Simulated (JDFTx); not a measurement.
System: TiB2(0001) (P6/mmm bulk; lattice of mp-1145, not re-optimised at this level), 1x1 cell of 7 atoms in 5 planes (Ti outermost, slab composition Ti3B4), area 7.93 Å² a face, 6.3 Å between the outermost planes in a cell 22.5 Å high; k mesh 8×8×1, Fermi width 0.01 Ha, no spin polarisation. Whether this polymorph is the ambient one wasn't checked. Neither spin polarisation nor a larger cell was tried.

Computed with JDFTx (a modified build): PBE, GBRV ultrasoft potentials, plane waves to 20/100 Ha. Liquid on both sides: CANDLE, acetonitrile, 1 M NaCl; nuclei fixed. The electron chemical potential μ is absolute (zero in the bulk liquid) and is turned into a potential by U = −μ/e − 4.44 V vs SHE, a convention. In this non-aqueous liquid the SHE scale is nominal.

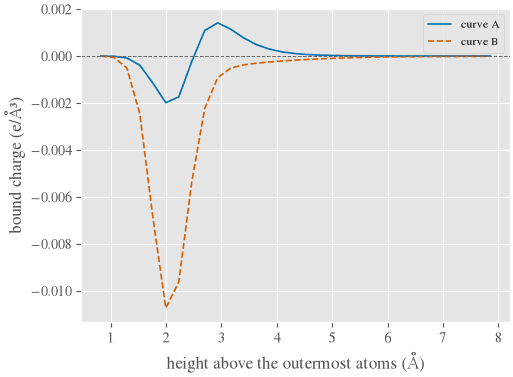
Fig. 1. Plane-averaged bound charge of the liquid for two states of the electrode

### Question
One curve is the neutral slab. Which, and what is the sign of the other's charge?

### Answer
Curve A is neutral (potential of zero charge, -0.31 V). Curve B is positively charged, 15.6 μC/cm² at 0.30 V.
